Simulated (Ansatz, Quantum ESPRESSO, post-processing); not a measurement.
# Charging W(110), 5 layers, part 4 of 6

Aim: potential against charge for W(110), 5 layers facing a metal electrode, and the capacitance that follows.

Quantum ESPRESSO 7.5; plane-wave DFT, PBE, GBRV ultrasoft pseudopotentials; geometry by Ansatz 0.2.0 with PAW datasets.

So far. Step 6 (Self-consistent run: charge 0.0106 e): The electrode's potential over the Fermi level goes from 4.837 to 6.204 eV, the far face's from 4.897 to 4.895 eV. Step 7 (SCF with pw.x: charge 0.0212 e): The electrode's potential over the Fermi level goes from 6.204 to 7.586 eV, the far face's from 4.895 to 4.896 eV.

## Step 8: SCF with pw.x: charge 0.0424 e

q5.in

```
&control
  prefix = 'q5'
  outdir = './out'
  pseudo_dir = './pseudo'
  calculation = 'scf'
  tprnfor = .true.
/
&system
  ibrav = 0
  nat = 5
  ntyp = 1
  ecutwfc = 40
  ecutrho = 200
  occupations = 'smearing'
  smearing = 'mv'
  degauss = 0.02
  assume_isolated = 'esm'
  esm_bc = 'bc3'
  tot_charge = 0.0424
/
&electrons
  conv_thr = 1e-08
  mixing_beta = 0.4
  electron_maxstep = 120
  mixing_mode = 'local-TF'
  startingpot = 'file'
/
ATOMIC_SPECIES
  W   183.8400  w_pbe_v1.2.uspp.F.UPF
CELL_PARAMETERS angstrom
  2.23445742850000 -1.58000000000000 0.00000000000000
  2.23445742850000 1.58000000000000 0.00000000000000
  0.00000000000000 0.00000000000000 23.93782971420000
ATOMIC_POSITIONS crystal
  W   0.000000000000 0.000000000000 -0.165711356364
  W   0.500000000000 0.500000000000 -0.072367162064
  W   0.000000000000 0.000000000000 0.020977032236
  W   0.500000000000 0.500000000000 0.115999558582
  W   0.000000000000 0.000000000000 0.207486237877
K_POINTS automatic
  10 10 1 0 0 0
```

On the command line:

```sh
> cp -r out/q4.save out/q5.save
> OMP_NUM_THREADS=1 mpirun -n 4 pw.x -nk 4 -in q5.in > q5.out
```

Log:

```text
[banner, memory and clock lines left out]
Program PWSCF v.7.5 starts
[...]
Message from routine setup:
[...]
number of electrons       =        69.96
     number of Kohn-Sham states=           42
     kinetic-energy cutoff     =      40.0000  Ry
     charge density cutoff     =     200.0000  Ry
[...]
number of k points=    31  Marzari-Vanderbilt smearing, width (Ry)=  0.0200
[...]
Dense  grid:    54489 G-vectors     FFT dimensions: (  24,  24, 216)
[...]
The initial density is read from file :
[...]
negative rho (up, down):  3.330E-01 0.000E+00
     Starting wfcs are   65 randomized atomic wfcs
[...]
negative rho (up, down):  3.343E-01 0.000E+00
[...]
estimated scf accuracy    <      14.26752685 Ry
[...]
negative rho (up, down):  3.346E-01 0.000E+00
[...]
estimated scf accuracy    <       0.88412307 Ry
[...]
negative rho (up, down):  3.346E-01 0.000E+00
[...]
estimated scf accuracy    <       0.08077201 Ry
[...]
negative rho (up, down):  3.335E-01 0.000E+00
[...]
estimated scf accuracy    <       0.09397149 Ry
[...]
negative rho (up, down):  3.329E-01 0.000E+00
[...]
estimated scf accuracy    <       0.08664969 Ry
[...]
negative rho (up, down):  3.324E-01 0.000E+00
[...]
estimated scf accuracy    <       0.02320073 Ry
[...]
negative rho (up, down):  3.323E-01 0.000E+00
[...]
estimated scf accuracy    <       0.00455071 Ry
[...]
negative rho (up, down):  3.323E-01 0.000E+00
[...]
estimated scf accuracy    <       0.00348989 Ry
[...]
negative rho (up, down):  3.322E-01 0.000E+00
[...]
estimated scf accuracy    <       0.00456193 Ry
[...]
negative rho (up, down):  3.322E-01 0.000E+00
[...]
estimated scf accuracy    <       0.02162525 Ry
[...]
negative rho (up, down):  3.325E-01 0.000E+00
[...]
estimated scf accuracy    <       0.01668499 Ry
[...]
negative rho (up, down):  3.333E-01 0.000E+00
[...]
estimated scf accuracy    <       0.01593301 Ry
[...]
negative rho (up, down):  3.329E-01 0.000E+00
[...]
estimated scf accuracy    <       0.01747151 Ry
[...]
negative rho (up, down):  3.328E-01 0.000E+00
[...]
estimated scf accuracy    <       0.00020824 Ry
[...]
negative rho (up, down):  3.328E-01 0.000E+00
[...]
estimated scf accuracy    <       0.00020605 Ry
[...]
negative rho (up, down):  3.329E-01 0.000E+00
[...]
estimated scf accuracy    <       0.00013800 Ry
[...]
negative rho (up, down):  3.330E-01 0.000E+00
[...]
estimated scf accuracy    <       0.00042194 Ry
[...]
negative rho (up, down):  3.330E-01 0.000E+00
[...]
estimated scf accuracy    <       0.00011059 Ry
[...]
negative rho (up, down):  3.331E-01 0.000E+00
[...]
estimated scf accuracy    <       0.00013218 Ry
[...]
negative rho (up, down):  3.331E-01 0.000E+00
[...]
estimated scf accuracy    <       0.00001987 Ry
[...]
negative rho (up, down):  3.332E-01 0.000E+00
[...]
estimated scf accuracy    <       0.00000504 Ry
[...]
negative rho (up, down):  3.331E-01 0.000E+00
[...]
estimated scf accuracy    <       0.00001341 Ry
[...]
negative rho (up, down):  3.332E-01 0.000E+00
[...]
estimated scf accuracy    <       0.00001188 Ry
[...]
negative rho (up, down):  3.332E-01 0.000E+00
[...]
estimated scf accuracy    <       0.00001376 Ry
[...]
negative rho (up, down):  3.332E-01 0.000E+00
[...]
estimated scf accuracy    <       0.00001090 Ry
[...]
negative rho (up, down):  3.332E-01 0.000E+00
[...]
estimated scf accuracy    <       0.00000854 Ry
[...]
negative rho (up, down):  3.332E-01 0.000E+00
[...]
estimated scf accuracy    <       0.00000447 Ry
[...]
negative rho (up, down):  3.332E-01 0.000E+00
[...]
estimated scf accuracy    <       0.00000548 Ry
[...]
negative rho (up, down):  3.332E-01 0.000E+00
[...]
estimated scf accuracy    <       0.00000558 Ry
[...]
negative rho (up, down):  3.331E-01 0.000E+00
[...]
estimated scf accuracy    <       0.00000457 Ry
[...]
negative rho (up, down):  3.331E-01 0.000E+00
[...]
estimated scf accuracy    <       0.00000132 Ry
[...]
negative rho (up, down):  3.332E-01 0.000E+00
[...]
estimated scf accuracy    <       0.00000011 Ry
[...]
negative rho (up, down):  3.332E-01 0.000E+00
[...]
estimated scf accuracy    <       0.00000024 Ry
[...]
negative rho (up, down):  3.332E-01 0.000E+00
[...]
estimated scf accuracy    <       0.00000003 Ry
[...]
negative rho (up, down):  3.332E-01 0.000E+00
[...]
the Fermi energy is   -10.3916 ev
!    total energy              =    -795.44631102 Ry
     estimated scf accuracy    <          1.8E-09 Ry
     smearing contrib. (-TS)   =      -0.00181473 Ry
     internal energy E=F+TS    =    -795.44449629 Ry
[...]
one-electron contribution =  -88802.34164755 Ry
     hartree contribution      =   44358.66738269 Ry
     xc contribution           =    -205.98911758 Ry
     ewald contribution        =   43854.21888613 Ry
     convergence has been achieved in  35 iterations
     negative rho (up, down):  3.332E-01 0.000E+00
[...]
Total force =     0.032706     Total SCF correction =     0.000320
[...]
```

Wall time 3.1 min (4 MPI ranks of Arm Neoverse V1, shared host); peak memory 0.73 GiB; 12 min of CPU time.

Read from the output:

```
Fermi energy                                                   : -10.39 eV
vacuum line at the lower end of the cell, over the Fermi level : 4.893 eV
slope of the potential above                                   : 1.080 eV/Å
vacuum line at the upper end of the cell, over the Fermi level : 10.39 eV
```

The electrode's potential over the Fermi level goes from 7.586 to 10.388 eV, the far face's from 4.896 to 4.893 eV.

Gauss's law asks for a slope of 180.95 q/A = 1.087 eV/Å in the gap; the run gives 1.080.

Each curve counts from the Fermi level of its own run.

The potential energy (potential at -0.0212 e) oscillates, so the rows of the table below give means over windows of 2.27 Å about each position, cut where the curve ends. Its maxima inside the range that stand out by 2 % of the span (Å: eV): -2.9: -2.83, -0.7: -3.09, 1.7: -2.63, 3.9: -3.26, 7.4: 4.36. Its minima: -4.0: -15.3, -1.8: -15.9, 0.6: -15.8, 2.8: -15.9, 5.0: -15.3.

The runs together. The potential energy by z; means over each step:

```tsv
z (Å)	potential at -0.0212 e (eV)	potential at -0.0106 e (eV)	potential at 0 e (eV)	potential at 0.0106 e (eV)	potential at 0.0212 e (eV)	potential at 0.0424 e (eV)
-10.84	4.90	4.90	4.90	4.90	4.90	4.89
-8.57	4.90	4.90	4.89	4.89	4.89	4.89
-6.30	4.14	4.15	4.14	4.14	4.14	4.14
-4.03	-8.96	-8.95	-8.96	-8.96	-8.95	-8.95
-1.76	-9.72	-9.72	-9.72	-9.72	-9.72	-9.72
0.51	-9.66	-9.66	-9.67	-9.67	-9.67	-9.67
2.78	-9.73	-9.73	-9.73	-9.73	-9.73	-9.74
5.05	-8.94	-8.95	-8.95	-8.95	-8.96	-8.97
7.32	3.85	3.99	4.14	4.30	4.47	4.83
9.59	3.44	4.13	4.83	5.56	6.30	7.81
```

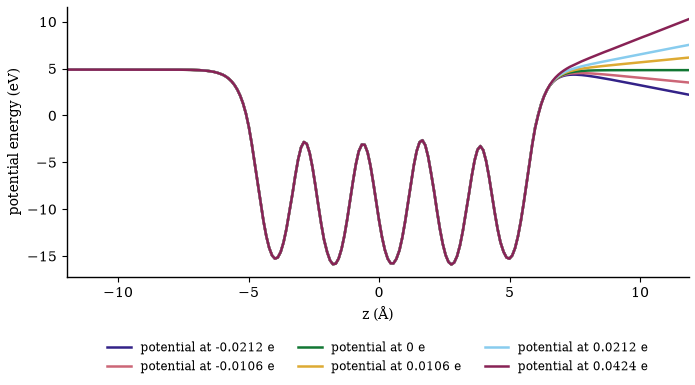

Potential energy, plotted against z.

## Step 9: Potential against charge, and the capacitance

This step gave:

| Quantity | Value |
| --- | --- |
| mean capacitance (straight-line fit) | 1.753 μF/cm² |
| effective gap ε₀/C | 5.050 Å |

Electrode's potential less the Fermi level against charge of the slab:

```tsv
charge of the slab (1e13 e/cm²)	electrode's potential less the Fermi level (eV)
-3.00	2.16
-1.50	3.49
0.00	4.84
1.50	6.20
3.00	7.59
6.00	10.4
```

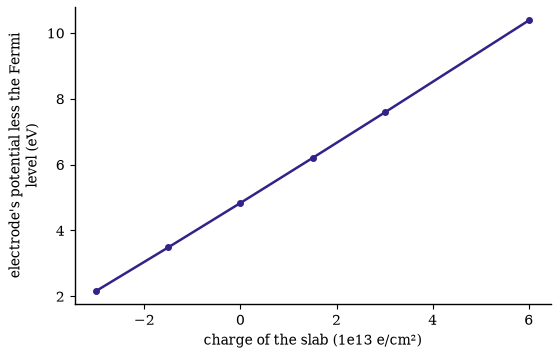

Electrode's potential less the Fermi level, plotted against charge of the slab.

Differential capacitance against charge of the slab:

```tsv
charge of the slab (1e13 e/cm²)	differential capacitance (μF/cm²)
-2.25	1.82
-0.75	1.78
0.75	1.76
2.25	1.74
4.50	1.72
```

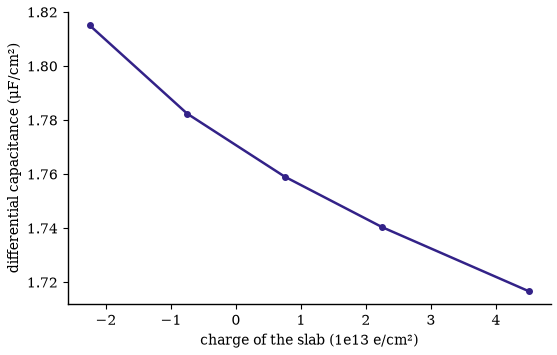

Differential capacitance against charge of the slab.

## Step 10: Self-consistent run: constant Fermi level -4.5 eV

GC-SCF turns the question round: the Fermi level is set (gcscf_mu, against the electrode) and the charge is found.

mu0.in, as its differences from the input of step 8:

```diff
@@ -1,3 +1,3 @@
 &control
-  prefix = 'q5'
+  prefix = 'mu0'
   outdir = './out'
@@ -18,10 +18,14 @@
   esm_bc = 'bc3'
-  tot_charge = 0.0424
+  lgcscf = .true.
+  gcscf_mu = -4.5
+  gcscf_conv_thr = 0.001
 /
 &electrons
-  conv_thr = 1e-08
-  mixing_beta = 0.4
-  electron_maxstep = 120
-  mixing_mode = 'local-TF'
-  startingpot = 'file'
+  conv_thr = 1e-09
+  mixing_beta = 0.2
+  electron_maxstep = 160
+  mixing_mode = 'TF'
+  diagonalization = 'rmm-davidson'
+  diago_rmm_conv = .false.
+  diago_full_acc = .true.
 /
```

On the command line:

```sh
> OMP_NUM_THREADS=1 mpirun -n 4 pw.x -nk 4 -in mu0.in > mu0.out
```

Log:

```text
[banner, memory and clock lines left out]
Program PWSCF v.7.5 starts
[citation notice left out]

[...]
Message from routine iosys:
[...]
Message from routine setup:
[...]
bravais-lattice index     =            0
     lattice parameter (alat)  =       5.1715  a.u.
     unit-cell volume          =    1140.6188 (a.u.)^3
     number of atoms/cell      =            5
     number of atomic types    =            1
     number of electrons       =        70.00
     number of Kohn-Sham states=           42
     kinetic-energy cutoff     =      40.0000  Ry
     charge density cutoff     =     200.0000  Ry
     scf convergence threshold =      1.0E-09
     mixing beta               =       0.2000
     number of iterations used =            8  TF        mixing
     Exchange-correlation= SLA  PW   PBE  PBE
                           (   1   4   3   4   0   0   0)

     Effective Screening Medium Method
     Boundary Conditions: Vacuum-Slab-Metal
     total charge in unit cell        =   0.0000
     grid points for fit at edges     =        4

     >>>>> Grand-Canonical SCF is activated <<<<<
     Initial Total Charge  =     0.000000 e
     Target Fermi Energy   =    -4.500000 eV
     Thr. of Fermi Energy  =     0.001000 eV
     Wave-shift of Kerker  =     0.400000 bohr^-1
     Wave-shift of Hartree =     1.500000 bohr^-1
     Mixing Rate of Fermi  =     0.050000

[...]
PseudoPot. # 1 for W  read from file:
     ./pseudo/w_pbe_v1.2.uspp.F.UPF
     Pseudo is Ultrasoft + core correction, Zval = 14.0
     Generated by new atomic code, or converted to UPF format
     Using radial grid of  923 points,  8 beta functions with:
                l(1) =   0
                l(2) =   0
                l(3) =   0
                l(4) =   1
                l(5) =   1
                l(6) =   2
                l(7) =   2
                l(8) =   3
     Q(r) pseudized with  6 coefficients,  rinner =    1.350   1.350   1.350
                                                       1.350   1.350   1.350
                                                       1.350

     atomic species   valence    mass     pseudopotential
     W                14.00   183.84000     W ( 1.00)

      4 Sym. Ops. (no inversion) found

[...]
number of k points=    31  Marzari-Vanderbilt smearing, width (Ry)=  0.0200
[...]
Dense  grid:    54489 G-vectors     FFT dimensions: (  24,  24, 216)

     Smooth grid:    38971 G-vectors     FFT dimensions: (  24,  24, 192)

     Initial potential from superposition of free atoms

     starting charge      69.4983, renormalised to      70.0000

     negative rho (up, down):  3.211E-01 0.000E+00
     Starting wfcs are   65 randomized atomic wfcs

     per-process dynamical memory:    67.7 Mb

     Self-consistent Calculation

     iteration #  1     ecut=    40.00 Ry     beta= 0.20
     Davidson diagonalization with overlap
     ethr =  1.00E-05,  avg # of iterations = 23.0

     negative rho (up, down):  3.211E-01 0.000E+00

     total energy              =    -795.53567102 Ry
     estimated scf accuracy    <       0.16192899 Ry

     total charge of GC-SCF    =      -0.00863782 e
     the Fermi energy          =      -6.28835699 eV
                        (error :       1.78835699 eV)

     iteration #  2     ecut=    40.00 Ry     beta= 0.20
[...]
negative rho (up, down):  3.213E-01 0.000E+00

[...]
total energy              =    -795.44593891 Ry
     estimated scf accuracy    <       0.13711872 Ry

     total charge of GC-SCF    =      -0.00766355 e
     the Fermi energy          =      -4.14075850 eV
                        (error :       0.35924150 eV)

     iteration #  3     ecut=    40.00 Ry     beta= 0.20
     RMM-DIIS diagonalization
     c_bands:  2 eigenvalues not converged
     c_bands:  4 eigenvalues not converged
     c_bands:  4 eigenvalues not converged
     c_bands:  3 eigenvalues not converged
     c_bands:  1 eigenvalues not converged
     c_bands:  2 eigenvalues not converged
     c_bands:  1 eigenvalues not converged
[...]
negative rho (up, down):  3.222E-01 0.000E+00

[...]
total energy              =    -795.51215115 Ry
     estimated scf accuracy    <       0.14384160 Ry

     total charge of GC-SCF    =      -0.00846790 e
     the Fermi energy          =      -5.41991591 eV
                        (error :       0.91991591 eV)

     iteration #  4     ecut=    40.00 Ry     beta= 0.20
     RMM-DIIS diagonalization
     c_bands:  1 eigenvalues not converged
     c_bands:  3 eigenvalues not converged
[...]
negative rho (up, down):  3.253E-01 0.000E+00

[...]
total energy              =    -795.41650207 Ry
     estimated scf accuracy    <       0.06690902 Ry

     total charge of GC-SCF    =      -0.00838120 e
     the Fermi energy          =      -4.97272894 eV
                        (error :       0.47272894 eV)

     iteration #  5     ecut=    40.00 Ry     beta= 0.20
[...]
negative rho (up, down):  3.287E-01 0.000E+00

[...]
total energy              =    -795.46056464 Ry
     estimated scf accuracy    <       0.00524629 Ry

     total charge of GC-SCF    =      -0.00703293 e
     the Fermi energy          =      -4.22932802 eV
                        (error :       0.27067198 eV)

     iteration #  6     ecut=    40.00 Ry     beta= 0.20
     RMM-DIIS diagonalization
     c_bands:  1 eigenvalues not converged
     c_bands:  2 eigenvalues not converged
[...]
negative rho (up, down):  3.304E-01 0.000E+00

[...]
total energy              =    -795.46922186 Ry
     estimated scf accuracy    <       0.00899203 Ry

     total charge of GC-SCF    =      -0.00721160 e
     the Fermi energy          =      -4.75182629 eV
                        (error :       0.25182629 eV)

[...]
iteration # 29     ecut=    40.00 Ry     beta= 0.20
     RMM-DIIS diagonalization
[...]
negative rho (up, down):  3.331E-01 0.000E+00

[...]
total energy              =    -795.46987646 Ry
     estimated scf accuracy    <          6.5E-09 Ry

     total charge of GC-SCF    =      -0.00266905 e
     the Fermi energy          =      -4.49976139 eV
                        (error :       0.00023861 eV)

     iteration # 30     ecut=    40.00 Ry     beta= 0.20
[...]
negative rho (up, down):  3.331E-01 0.000E+00

[...]
total energy              =    -795.46992647 Ry
     estimated scf accuracy    <          5.1E-09 Ry

     total charge of GC-SCF    =      -0.00268400 e
     the Fermi energy          =      -4.49982936 eV
                        (error :       0.00017064 eV)

     iteration # 31     ecut=    40.00 Ry     beta= 0.20
     RMM-DIIS diagonalization
[...]
negative rho (up, down):  3.331E-01 0.000E+00

[...]
total energy              =    -795.46992716 Ry
     estimated scf accuracy    <          1.7E-09 Ry

     total charge of GC-SCF    =      -0.00265839 e
     the Fermi energy          =      -4.49978760 eV
                        (error :       0.00021240 eV)

     iteration # 32     ecut=    40.00 Ry     beta= 0.20
     RMM-DIIS diagonalization
[...]
negative rho (up, down):  3.331E-01 0.000E+00

[...]
End of self-consistent calculation

          k = 0.0000 0.0000 0.0000 (  4845 PWs)   bands (ev):

   -78.8086 -78.7730 -78.7150 -78.5436 -78.5142 -43.5551 -43.3149 -42.9597
   -42.7511 -42.6492 -42.6180 -42.4777 -42.4269 -42.4230 -42.4122 -42.3927
   -42.2440 -42.2169 -42.0763 -42.0566 -13.8769 -12.8025 -11.4788 -10.7403
   -10.6986  -8.0412  -7.5883  -6.8739  -6.3356  -6.2256  -6.0163  -5.9438
    -5.8480  -5.7737  -5.4164  -4.6848  -4.3781  -3.9726  -2.9258  -2.7773
    -2.6586  -2.5974

          k = 0.0612 0.0866 0.0000 (  4843 PWs)   bands (ev):

   -78.7997 -78.7659 -78.7103 -78.5377 -78.5084 -43.5225 -43.3052 -42.9960
   -42.7875 -42.6938 -42.6475 -42.4882 -42.4671 -42.4622 -42.4525 -42.4254
   -42.2889 -42.2597 -42.1182 -42.0983 -13.5270 -12.4741 -11.1501 -10.3886
   -10.3408  -7.9645  -7.5413  -6.8484  -6.6328  -6.3814  -6.2069  -6.0934
    -6.0211  -5.5608  -5.1392  -5.0684  -4.5289  -4.0271  -3.1528  -3.0465
    -2.7014  -2.6593

[...]
the Fermi energy is    -4.4999 ev

!    total energy              =    -795.47005133 Ry
     estimated scf accuracy    <          9.0E-10 Ry

!    total charge of GC-SCF    =      -0.00262627 e
     smearing contrib. (-TS)   =      -0.00185190 Ry
     internal energy E=F+TS    =    -795.46819943 Ry

     The total energy is F=E-TS. E is the sum of the following terms:
     one-electron contribution =  -88832.65691260 Ry
     hartree contribution      =   44388.97458357 Ry
     xc contribution           =    -206.00562516 Ry
     ewald contribution        =   43854.21888613 Ry
     pot.stat. contrib. (-muN) =       0.00086862 Ry

     convergence has been achieved in  32 iterations

     negative rho (up, down):  3.331E-01 0.000E+00

     Forces acting on atoms (cartesian axes, Ry/au):

     atom    1 type  1   force =     0.00000000    0.00000000    0.01346449
     atom    2 type  1   force =     0.00000000    0.00000000   -0.02642067
     atom    3 type  1   force =     0.00000000    0.00000000    0.01293128
     atom    4 type  1   force =     0.00000000    0.00000000   -0.00042427
     atom    5 type  1   force =     0.00000000    0.00000000    0.00061944

     Total force =     0.032359     Total SCF correction =     0.000437

[...]
```

Elapsed: 9.1 min, on 4 MPI ranks; peak memory 0.74 GiB.

Numbers from this step:

```
Fermi energy                                                   : -4.500 eV
charge found by GC-SCF                                         : -0.002626 e
vacuum line at the lower end of the cell, over the Fermi level : 4.892 eV
slope of the potential above                                   : -0.06685 eV/Å
vacuum line at the upper end of the cell, over the Fermi level : 4.500 eV
```

The potential energy, planar mean oscillates, so the rows of the table below give means over windows of 2.22 Å about each position, cut where the curve ends. Its maxima inside the range that stand out by 2 % of the span (Å: eV): -2.9: -2.83, -0.7: -3.10, 1.7: -2.64, 3.9: -3.26. Its minima: -4.0: -15.3, -1.8: -15.9, 0.6: -15.8, 2.8: -15.9, 5.0: -15.3.

Electrostatic potential energy of an electron; zero at the Fermi level. Potential energy, planar mean against z; means over each step:

```tsv
z (Å)	potential energy, planar mean (eV)
-10.86	4.89
-8.64	4.89
-6.42	4.36
-4.20	-8.75
-1.98	-9.84
0.24	-9.84
2.46	-9.75
4.68	-9.57
6.90	2.98
9.12	4.68
11.34	4.56
```

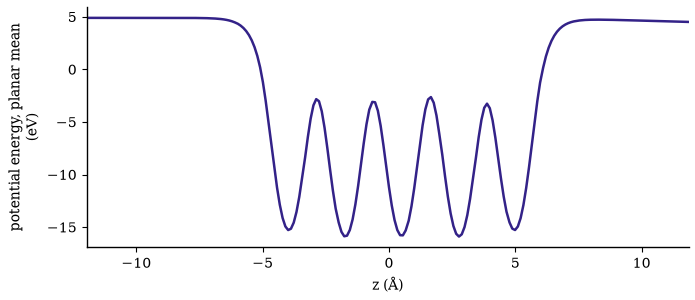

Potential energy, planar mean against z.

Gauss's law asks for a slope of 180.95 q/A = -0.067 eV/Å in the gap; the run gives -0.067.

(Continued in part 5 of 6.)

[Logs are printed without paths, hosts, clocks, repeated set-up lines and the standing remarks that a program may print on its own settings, such as how far it seeks lower states.]

[Hosts, paths, dates, database ids (printed as entryN), source tags and the programs' standing remarks are cut or masked in the printed files.]

[Maps of the electrostatic potential energy from Ansatz leave out the sawtooth potential of an applied field or a dipole correction, so their vacuum need not be flat; planar profiles and work functions include it.]
